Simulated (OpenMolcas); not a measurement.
**One shape, several levels: doublet [BH3]+**

Wanted: a comparison of 3 runs (UPBE0/6-31G, USVWN5/6-31G, ROMP2/6-31G) of doublet [BH3]+. 

The calculation is run with OpenMolcas 26.06.

### 1 The structure to begin with

The species is [BH3]+ (4 atoms), meant as a doublet with charge +1. As SMILES of the parent species, `B`. The shape is that of a PBE0-D4/def2-TZVP optimisation. That shape belongs to the parent species and isn't relaxed for this state.

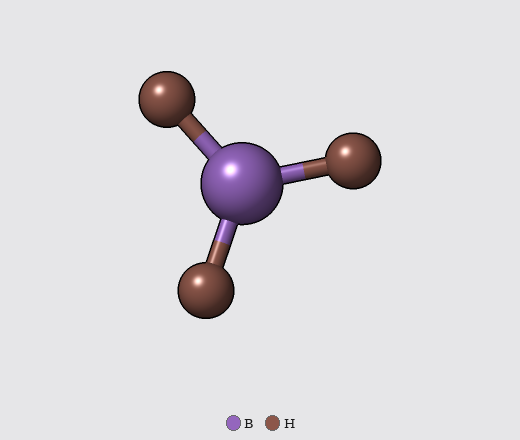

Viewed from a chosen angle; boron purple, hydrogen brown.

### 2 The energy at UPBE0/6-31G (run 1)

Contents of run.input:

```
&gateway
 baslib
 $CurrDir
 coord
 4
 bohr
 B      0.02626719    -0.02853486    -0.00963760
 H      1.85608900     0.72130846     1.07487622
 H     -0.52194236    -2.21438107     0.08125822
 H     -1.25553404     1.40765699    -1.18466931
 basis
 6-31G
 group
 NoSym

&seward
 gridinput
 Grid=UltraFine
 End of Grid

&scf
 uhf
 charge
 1
 spin
 2
 ksdft
 PBE0
 thresholds
 1e-10 1e-07 1e-07 1e-05
 prorbitals
 1 1
```

The basis set 6-31G is read from a file made from the Basis Set Exchange's data (not shown).

Started as:

```bash
$ export MOLCAS_MEM=1860
$ pymolcas run.input > run.log
```

Output:

```text
--- Start Module: gateway ---
[...]
--- Stop Module: gateway /rc=_RC_ALL_IS_WELL_ ---
--- Start Module: seward ---
[...]
      Basis functions           15
--- Stop Module: seward /rc=_RC_ALL_IS_WELL_ ---
--- Start Module: scf ---
[...]
       Convergence after  31 Iterations
[...]
::    Total KS-DFT energy                             -26.0676860040
[...]
      Total spin, S                                     0.5033729256
[...]
      Total electronic charge=    7.000000
      Total            charge=    1.000000
[...]
      Dipole Moment (debye):
      Origin of the operator (angstrom)=    0.0139   -0.0151   -0.0051
                   X=  2.3803E-01               Y=  9.4900E-01               Z= -3.9401E-02           Total=  9.7919E-01
      Center of Charge (angstrom)
[...]
--- Stop Module: scf /rc=_RC_ALL_IS_WELL_ ---
[...]
```

It took 11 s on 1 thread of Arm Neoverse V1, shared host; peak memory 0.37 GiB.

### 3 A single-point energy at USVWN5/6-31G (run 2)

Contents of run.input:

```
* BH3 Kohn-Sham DFT
&gateway
baslib = $CurrDir
coord
4
bohr
B      0.02626719    -0.02853486    -0.00963760
H      1.85608900     0.72130846     1.07487622
H     -0.52194236    -2.21438107     0.08125822
H     -1.25553404     1.40765699    -1.18466931
basis = 6-31G
group = NoSym
&seward
gridinput
Grid=UltraFine
End of Grid
&scf
uhf
charge = 1
spin = 2
ksdft = SVWN5
thresholds = 1e-10 1e-07 1e-07 1e-05
prorbitals = 1 1
```

The basis set 6-31G is read from a file made from the Basis Set Exchange's data (not shown).

Started as:

```bash
$ export MOLCAS_MEM=1860
$ pymolcas run.input > run.log
```

Output:

```text
--- Start Module: gateway ---
[...]
--- Stop Module: gateway /rc=_RC_ALL_IS_WELL_ ---
--- Start Module: seward ---
[...]
      Basis functions           15
--- Stop Module: seward /rc=_RC_ALL_IS_WELL_ ---
--- Start Module: scf ---
[...]
       Convergence after  40 Iterations
[...]
::    Total KS-DFT energy                             -25.7784272589
[...]
      Total spin, S                                     0.5011016860
[...]
      Total electronic charge=    7.000000
      Total            charge=    1.000000
[...]
      Dipole Moment (debye):
      Origin of the operator (angstrom)=    0.0139   -0.0151   -0.0051
                   X=  2.1587E+00               Y=  8.8523E-01               Z=  1.2791E+00           Total=  2.6608E+00
      Center of Charge (angstrom)
[...]
--- Stop Module: scf /rc=_RC_ALL_IS_WELL_ ---
[...]
```

Run time: 9.9 s. Hardware: 1 thread of Arm Neoverse V1, shared host; peak memory 0.37 GiB.

### 4 A single-point energy at ROMP2/6-31G (run 3)

Contents of run.inp:

```
&gateway
  baslib=$CurrDir
  coord
  4
  bohr
  B      0.02626719    -0.02853486    -0.00963760
  H      1.85608900     0.72130846     1.07487622
  H     -0.52194236    -2.21438107     0.08125822
  H     -1.25553404     1.40765699    -1.18466931
  basis=6-31G
  group=NoSym

&seward

&scf
  uhf
  charge=1
  spin=2
  thresholds=1e-10 1e-07 1e-07 1e-05
  prorbitals=1 1

&rasscf
  fileorb=$Project.UnaOrb
  spin=2
  nactel=1 0 0
  inactive=3
  ras2=1
  outorbitals=Canonical
  orblisting=Nothing

&caspt2
  ipea=0.0
  frozen=1
```

The basis set 6-31G is read from a file made from the Basis Set Exchange's data (not shown).

Started as:

```bash
$ export MOLCAS_MEM=1860
$ pymolcas run.inp > run.log
```

Output:

```text
--- Start Module: gateway ---
[...]
--- Stop Module: gateway /rc=_RC_ALL_IS_WELL_ ---
[...]
      Basis functions           15
[...]
       Convergence after  59 Iterations
[...]
::    Total SCF energy                                -25.9171059708
[...]
      Total spin, S                                     0.5120459472
[...]
--- Start Module: rasscf ---
[...]
      Number of active orbitals                  1
[...]
      Spin quantum number                      0.5
[...]
      Active orbitals                            1
[...]
      Number of CSFs                             1
[...]
      Number of root(s) required                 1
[...]
      Convergence after 24 iterations
[...]
      printout of CI-coefficients larger than  0.05 for root  1
      energy=     -25.913381
      conf/sym  1     Coeff  Weight
             1  u   1.00000 1.00000
      Natural orbitals and occupation numbers for root  1
      sym 1:   1.000000
      ************************************************************************************************************************
      *                                                    Final results                                                     *
[...]
::    RASSCF root number  1 Total energy:    -25.91338072
[...]
      Total electronic charge=    7.000000
      Total            charge=    1.000000
[...]
      Dipole Moment (debye):
      Origin of the operator (angstrom)=    0.0139   -0.0151   -0.0051
                   X= -7.9008E-01               Y=  8.8563E-01               Z= -7.2452E-01           Total=  1.3905E+00
      Center of Charge (angstrom)
[...]
--- Stop Module: rasscf /rc=_RC_ALL_IS_WELL_ ---
--- Start Module: caspt2 ---
[...]
 ###    WARNING: User changed nr of frozen orbitals.                         ###
 ###############################################################################
[...]
      E2 (Variational):          -0.0485422388
      Total energy:             -25.9619229582
[...]
      Reference weight:           0.97595
[...]
::    CASPT2 Root  1     Total energy:    -25.96192296
[...]
--- Stop Module: caspt2 /rc=_RC_ALL_IS_WELL_ ---
[...]
```

Wall time 3.9 s (1 thread of Arm Neoverse V1, shared host); peak memory 0.37 GiB.

### 5 The series

```
run         level  integration grid  frozen core orbitals  energy (Eh)  HOMO energy (eV)  LUMO energy (eV)   ⟨S²⟩  wall time
  1   UPBE0/6-31G         UltraFine                     –   -26.067686            -18.63            -16.28  0.757       11 s
  2  USVWN5/6-31G         UltraFine                     –   -25.778427            -17.47            -17.06  0.752      9.9 s
  3   ROMP2/6-31G                 –                     1   -25.961923                 –                 –      –      3.9 s
```

### 6 What came out

| quantity | value |
| --- | --- |
| run 3: total energy | -25.96192 Eh |

What this shows: Totals of different functionals can't be ranked against each other. All runs together took 24 s, the longest 11 s.
